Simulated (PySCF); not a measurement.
Molecule: Sn(H)3(SMe), SMILES [S]([SnH3])C (CH₆SSn), singlet. Atoms near the plane z = 0.0 Å, at the PBE0/def2-SVP optimised geometry (x, y, z in Å): Sn1 (-0.6, -0.8, 0.0), H5 (-1.1, 0.8, 0.0), H6 (1.1, -0.8, 0.0).

Method: PySCF with PBE0/def2-TZVP, def2 effective core potentials past Kr. The core electrons that the potentials of Sn replace are not part of the density. Cells within 0.4 Å of a nucleus heavier than hydrogen are left out (blank, or x). The values are rescaled to run from 0 to 1.

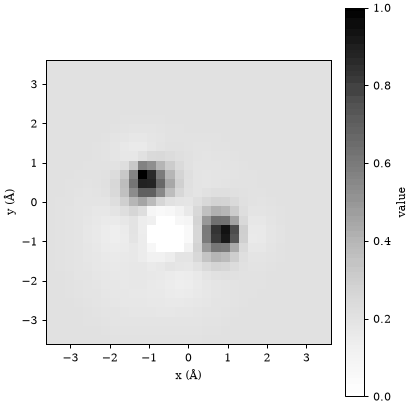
Figure: a field on the plane z = 0.0 Å.

Q: Which quantity is mapped?
A. electrostatic potential
B. deformation density (molecule minus spherical neutral atoms)
C. an orbital amplitude
D. Laplacian of the electron density

A: B, deformation density (molecule minus spherical neutral atoms). In full: deformation density (molecule minus spherical neutral atoms) (e/bohr³).
